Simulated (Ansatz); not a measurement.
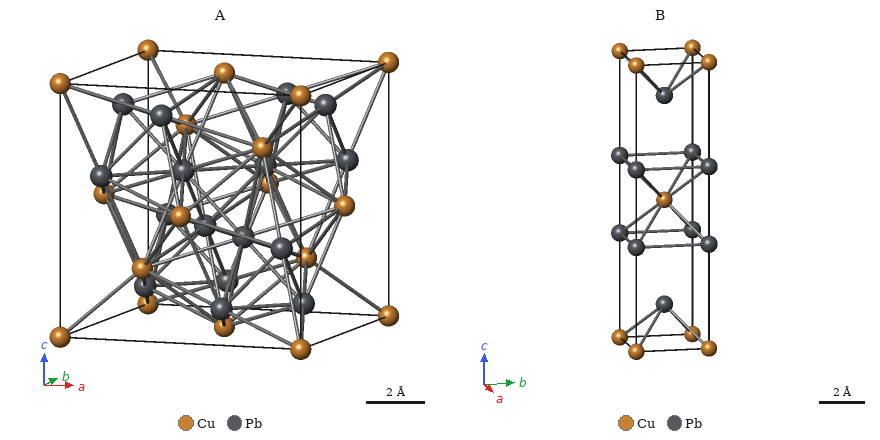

Two structures of CuPb2, each relaxed to rest (conventional cells in solid outline, small ones repeated, not to one scale). Method: DFT PBE, scalar-relativistic, plane waves, PAW in Ansatz 0.2.0, without spin polarisation.

What are the two structures?

A: cubic Laves phase (C15, MgCu₂ type), Fd-3m. B: 6 atoms a cell on a body-centred tetragonal lattice, I4/mmm.

What is the energy order of the two?

B is lower, by 581 meV/atom at this level of theory (energies at zero smearing). Volumes: A 30.0, B 25.0 Å³/atom.

One or both may be structure types tried for this composition rather than known phases.
